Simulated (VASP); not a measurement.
Here is the system:

```
CELL_PARAMETERS angstrom
      1.66858    -2.41796     0.00000
      1.66858     2.41796     0.00000
      0.00000     0.00000     4.78811
ATOMIC_POSITIONS crystal
  Zr 0.50000 0.50000 0.50000
  Nb 0.00000 0.00000 0.00000
```

Calculation: PBEsol GGA, VASP's PBE PAW potentials (set 64) (plane waves; VASP). Settings: 400 eV cut-off, 15×15×9 Γ-centred mesh, tetrahedra with Blöchl corrections, potentials Zr_sv Nb_sv.

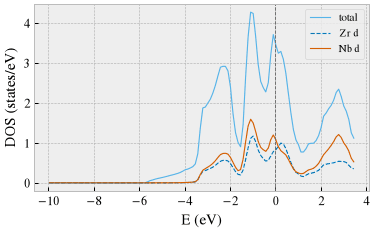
*Total and projected density of states, zero at the Fermi level*

Within 2 eV below the Fermi level the largest weight inside VASP's projection spheres is Nb d, then Zr d.

It has no gap at this level: it comes out as a metal or semimetal.

The structure comes from a computed database's ZrNb entry (Cmmm); how it stands against other phases isn't given here. It was relaxed first, which changed the volume by -5 %. The electron count is odd and the run is not spin-polarised, which forces a metal.
